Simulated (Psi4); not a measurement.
**SnF4 (SMILES [F][Sn]([F])([F])[F]) at BHLYP/def2-SVP (core potential)**

Aim: the vertical ionisation energy of SnF4 at BHLYP/def2-SVP (core potential), from 2 runs. 

The calculation is run with Psi4 1.11.

16 further runs of the same task are left out: 12 that didn't finish, 4 set aside as unsound or not needed.

## Step 1: The molecule

SnF4 has 5 atoms, charge 0, and is taken as a singlet. As SMILES, `[F][Sn]([F])([F])[F]`. Geometry: relaxed at PBE0-D4/def2-TZVP.

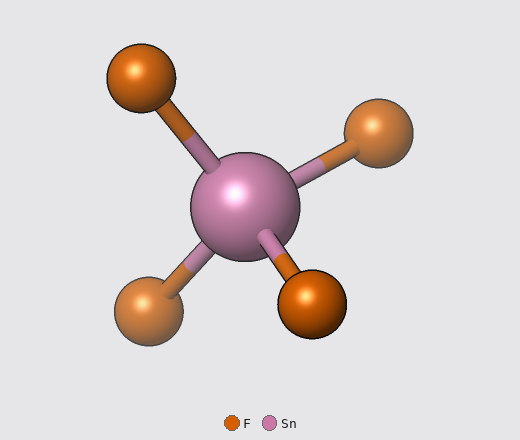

Viewed from a chosen angle; fluorine orange, tin pink.

## Step 2: A single-point energy at BHLYP/def2-SVP (core potential)

Input file f4sn.json:

```json
{
 "schema_name": "qcschema_input",
 "schema_version": 1,
 "molecule": {
  "schema_name": "qcschema_molecule",
  "schema_version": 2,
  "symbols": ["F", "Sn", "F", "F", "F"],
  "geometry": [0.24623131, -1.64670734, 3.13070927, 0.01870829, -0.02777897, -0.01568473, -2.42905396, 2.53223301, 0.14758761, -0.9025332, -2.38823588, -2.49595027, 3.16056694, 1.39121637, -0.84508552],
  "molecular_charge": 0,
  "molecular_multiplicity": 1,
  "fix_symmetry": "c1"
 },
 "driver": "energy",
 "model": {
  "method": "bhhlyp",
  "basis": "def2-SVP"
 },
 "keywords": {
  "puream": true,
  "e_convergence": 1e-09,
  "d_convergence": 1e-08,
  "scf_type": "pk",
  "dft_radial_points": 99,
  "dft_spherical_points": 590
 }
}
```

On the command line:

```bash
psi4 --qcschema f4sn.json -n 1 --memory 2200MB
```

stdout:

```text
[...]
    !!!  WARNING: ECP capability is in beta. Please check occupations closely.  !!!
[...]
  Running in c1 symmetry.
[...]
  Nuclear repulsion =  307.301543268567912
[...]
  Multiplicity = 1
[...]
  Nalpha       = 29
  Nbeta        = 29
[...]
    Number of basis functions: 82
[...]
   @RKS iter   1:  -613.00108318952402   -2.10599e+00   9.39336e-03 ADIIS/DIIS
[...]
   @RKS iter  11:  -613.20994982043158   -1.59162e-12   2.21235e-09 DIIS
[...]
    Orbital Energies [Eh]
    ---------------------
    Doubly Occupied:
       1A    -25.324395     2A    -25.324379     3A    -25.324376
       4A    -25.324372     5A     -5.523136     6A     -3.809326
       7A     -3.809325     8A     -3.809321     9A     -1.362081
      10A     -1.362070    11A     -1.362055    12A     -1.335766
      13A     -1.272776    14A     -1.272771    15A     -1.230477
      16A     -1.230456    17A     -1.230454    18A     -0.669668
      19A     -0.575947    20A     -0.575933    21A     -0.575930
      22A     -0.536535    23A     -0.536526    24A     -0.525294
      25A     -0.525289    26A     -0.525282    27A     -0.524283
      28A     -0.524274    29A     -0.524272
[...]
  @RKS Final Energy:  -613.20994982043158
   => Energetics <=
    Nuclear Repulsion Energy =            307.3015432685679116
    One-Electron Energy =               -1545.6765761208116601
    Two-Electron Energy =                 656.3298443729514702
    DFT Exchange-Correlation Energy =     -31.1647613411393394
    Empirical Dispersion Energy =           0.0000000000000000
    VV10 Nonlocal Energy =                  0.0000000000000000
    Total Energy =                       -613.2099498204315751
[...]
 Multipole Moments:
 ------------------------------------------------------------------------------------
     Multipole            Electronic (a.u.)      Nuclear  (a.u.)        Total (a.u.)
 ------------------------------------------------------------------------------------
 L = 1.  Multiply by 2.5417464519 to convert [e a0] to [Debye]
 Dipole X            :         -0.0015027            0.0012755           -0.0002272
 Dipole Y            :          0.0014884           -0.0012756            0.0002128
 Dipole Z            :         -0.0000031            0.0000000           -0.0000030
 Magnitude           :                                                    0.0003113
[...]
```

The result, in JSON:

```text
{
 "driver": "energy",
 "model": {
  "method": "bhhlyp",
  "basis": "def2-SVP"
 },
 "success": true,
 "return_result": -613.2099498204316,
 "properties": {
  "calcinfo_nbasis": 82,
  "calcinfo_nmo": 82,
  "calcinfo_nalpha": 29,
  "calcinfo_nbeta": 29,
  "calcinfo_natom": 5,
  "nuclear_repulsion_energy": 307.3015432685679,
  "return_energy": -613.2099498204316,
  "scf_one_electron_energy": -1545.6765761208117,
  "scf_two_electron_energy": 656.3298443729515,
  "scf_xc_energy": -31.16476134113934,
  "scf_dipole_moment": [-0.00022719049378872036, 0.00021278598820861916, -3.048835334418243e-06],
  "scf_total_energy": -613.2099498204316,
  "scf_iterations": 11
 }
}
```

It took 11 s on 1 thread of Intel Xeon Platinum 8259CL at 2.50GHz (Skylake/Cascade Lake), shared host; peak memory 0.76 GiB.

## Step 3: The doublet cation: energy and forces at UBHLYP/def2-SVP (core potential)

Input file f4sn.json:

```json
{
 "schema_name": "qcschema_input",
 "schema_version": 1,
 "molecule": {
  "schema_name": "qcschema_molecule",
  "schema_version": 2,
  "symbols": ["F", "Sn", "F", "F", "F"],
  "geometry": [0.24623131, -1.64670734, 3.13070927, 0.01870829, -0.02777897, -0.01568473, -2.42905396, 2.53223301, 0.14758761, -0.9025332, -2.38823588, -2.49595027, 3.16056694, 1.39121637, -0.84508552],
  "molecular_charge": 1,
  "molecular_multiplicity": 2,
  "fix_symmetry": "c1"
 },
 "driver": "gradient",
 "model": {
  "method": "bhhlyp",
  "basis": "def2-SVP"
 },
 "keywords": {
  "reference": "uks",
  "puream": true,
  "e_convergence": 1e-09,
  "d_convergence": 1e-08,
  "scf_type": "pk",
  "dft_radial_points": 99,
  "dft_spherical_points": 590,
  "maxiter": 100,
  "scf_properties": ["MULLIKEN_CHARGES", "LOWDIN_CHARGES", "WIBERG_LOWDIN_INDICES"]
 }
}
```

On the command line:

```bash
psi4 --qcschema f4sn.json -n 1 --memory 2200MB
```

stdout:

```text
[...]
    !!!  WARNING: ECP capability is in beta. Please check occupations closely.  !!!
[...]
  Running in c1 symmetry.
[...]
  Nuclear repulsion =  307.301543268567912
[...]
  Multiplicity = 2
[...]
  Nalpha       = 29
  Nbeta        = 28
[...]
    Number of basis functions: 82
[...]
   @UKS iter   1:  -612.41014690408917   -1.51506e+00   9.09691e-03 DIIS/ADIIS
[...]
   @UKS iter  86:  -612.64576131764591   -2.00089e-11   8.29473e-09 DIIS
[...]
   @S^2 Observed:                8.031908104E-01
[...]
  @UKS Final Energy:  -612.64576131764591
   => Energetics <=
    Nuclear Repulsion Energy =            307.3015432685679116
    One-Electron Energy =               -1529.4666617407272042
    Two-Electron Energy =                 640.4270293447964377
    DFT Exchange-Correlation Energy =     -30.9076721902830194
    Empirical Dispersion Energy =           0.0000000000000000
    VV10 Nonlocal Energy =                  0.0000000000000000
    Total Energy =                       -612.6457613176459063
[...]
 Multipole Moments:
 ------------------------------------------------------------------------------------
     Multipole            Electronic (a.u.)      Nuclear  (a.u.)        Total (a.u.)
 ------------------------------------------------------------------------------------
 L = 1.  Multiply by 2.5417464519 to convert [e a0] to [Debye]
 Dipole X            :         -0.6451437            0.0012755           -0.6438682
 Dipole Y            :          0.2723756           -0.0012756            0.2711000
 Dipole Z            :          0.9639298            0.0000000            0.9639298
 Magnitude           :                                                    1.1904714
[...]
  Mulliken Charges: (a.u.)
   Center  Symbol    Alpha    Beta     Spin     Total
       1     F     4.82705  4.24822  0.57883 -0.07527
       2    SN    10.01290 10.14083 -0.12793  1.84626
       3     F     4.82669  4.24972  0.57696 -0.07641
       4     F     4.66668  4.68061 -0.01393 -0.34729
       5     F     4.66668  4.68061 -0.01393 -0.34729
   Total alpha = 29.00000, Total beta = 28.00000, Total charge =  1.00000
  Lowdin Charges: (a.u.)
   Center  Symbol    Alpha    Beta     Spin     Total
       1     F     4.74436  4.18199  0.56236  0.07365
[...]
  -Total Gradient:
     Atom            X                  Y                   Z
    ------   -----------------  -----------------  -----------------
       1        0.004455243897     0.019565968405    -0.055743467977
       2       -0.057784617197     0.024333401583     0.086433306938
       3        0.041964125110    -0.039123313275    -0.013824309779
       4        0.003499368464    -0.004505663903    -0.009315008286
       5        0.007869917512    -0.000379011507    -0.007493167570
[...]
```

The result, in JSON:

```text
{
 "driver": "gradient",
 "model": {
  "method": "bhhlyp",
  "basis": "def2-SVP"
 },
 "success": true,
 "return_result": [0.004455243896597374, 0.019565968404928774, -0.05574346797699903, -0.05778461719657678, 0.024333401583422235, 0.08643330693801954, 0.04196412510967142, -0.03912331327529448, -0.0138243097785175, 0.003499368464267197, -0.004505663903204324, -0.009315008286327545, 0.007869917512462063, -0.00037901150712562476, -0.007493167569585839],
 "properties": {
  "calcinfo_nbasis": 82,
  "calcinfo_nmo": 82,
  "calcinfo_nalpha": 29,
  "calcinfo_nbeta": 28,
  "calcinfo_natom": 5,
  "nuclear_repulsion_energy": 307.3015432685679,
  "return_energy": -612.6457613176459,
  "return_gradient": [0.004455243896597374, 0.019565968404928774, -0.05574346797699903, -0.05778461719657678, 0.024333401583422235, 0.08643330693801954, 0.04196412510967142, -0.03912331327529448, -0.0138243097785175, 0.003499368464267197, -0.004505663903204324, -0.009315008286327545, 0.007869917512462063, -0.00037901150712562476, -0.007493167569585839],
  "scf_one_electron_energy": -1529.4666617407272,
  "scf_two_electron_energy": 640.4270293447964,
  "scf_xc_energy": -30.90767219028302,
  "scf_dipole_moment": [-0.6438682021421298, 0.27110000753900926, 0.9639298237311249],
  "scf_total_energy": -612.6457613176459,
  "scf_total_gradient": [0.004455243896597374, 0.019565968404928774, -0.05574346797699903, -0.05778461719657678, 0.024333401583422235, 0.08643330693801954, 0.04196412510967142, -0.03912331327529448, -0.0138243097785175, 0.003499368464267197, -0.004505663903204324, -0.009315008286327545, 0.007869917512462063, -0.00037901150712562476, -0.007493167569585839],
  "scf_iterations": 86
 }
}
```

Wall time 89 s (1 thread of Intel Xeon Platinum 8259CL at 2.50GHz (Skylake/Cascade Lake), shared host); peak memory 0.76 GiB.

## Step 4: What came out

Level: BHLYP/def2-SVP (core potential).

| quantity | value |
| --- | --- |
| singlet SnF4: total energy | -613.20995 Eh |
| singlet SnF4: dipole moment | 0.00 D |
| singlet SnF4: HOMO energy | -14.27 eV |
| singlet SnF4: LUMO energy | -2.48 eV |
| singlet SnF4: HOMO–LUMO gap | 11.79 eV |
| doublet cation: total energy | -612.64576 Eh |
| doublet cation: HOMO energy (highest over α and β) | -19.93 eV |
| doublet cation: LUMO energy (lowest over α and β) | -16.45 eV |
| doublet cation: ⟨S²⟩ | 0.803 |
| doublet cation: largest force on an atom | 5.491 eV/Å |
| vertical ionisation energy (to the doublet cation) | 15.352 eV |

**Reading.** The vertical ionisation energy comes to 15.35 eV (354 kcal/mol). The negative HOMO energy of the first species, 14.27 eV, lies 1.09 eV below that difference.
